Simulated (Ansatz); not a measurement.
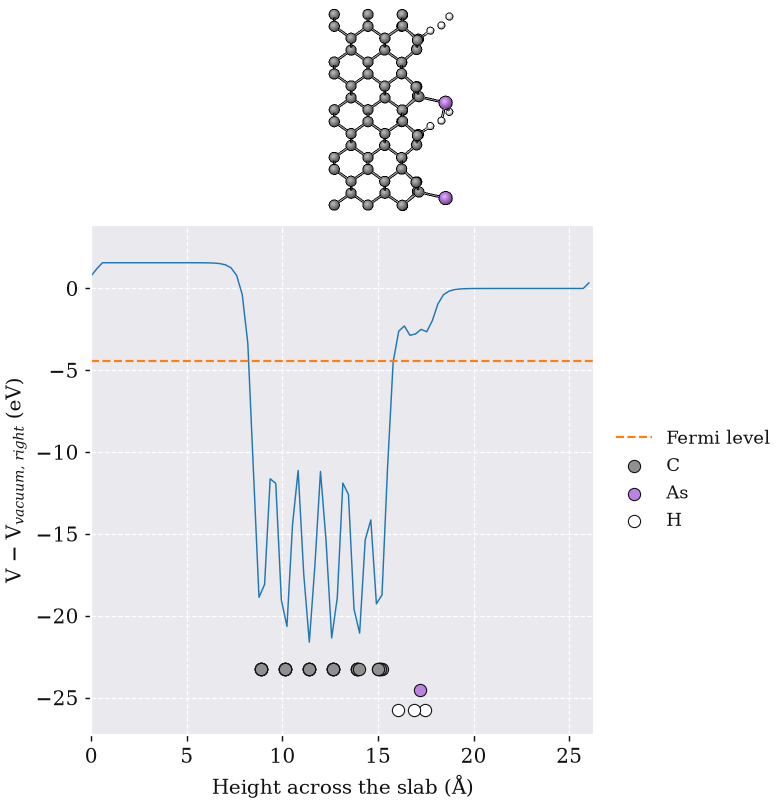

Plane-averaged electrostatic potential energy of an electron across the slab; circles at the bottom mark the heights of the atoms. The structure is drawn too.

Structure: a (110) slab cut from C (Fd-3m), of composition AsH3C48 (not the bulk's), ended by C planes, 52 atoms in the cell, the whole at its places in the relaxed adsorbed structure; a = 5.03 Å, b = 7.11 Å, c = 26.32 Å, α = 90.00°, β = 90.00°, γ = 90.00°.

Level of theory: DFT PBE+D3(BJ), scalar-relativistic, plane waves, PAW, no spin polarisation, 3×2×1 k mesh, 420 eV cutoff, Gaussian smearing of 0.05 eV; code Ansatz 0.2.0.

Q: What is the work function?

A: The work function is 4.43 eV at the right face and 6.00 eV at the left.

Q: Do the two faces differ, and what does that say about the slab's dipole?

A: The vacuum level is 1.57 eV higher at the left than at the right, so the slab carries a dipole along its normal; the ramp in the vacuum, at or near the edge of the plot, is the dipole correction that keeps each side flat.

The atoms aren't at rest in this cell (largest force 4.8 eV/Å), so the relaxed material can differ.
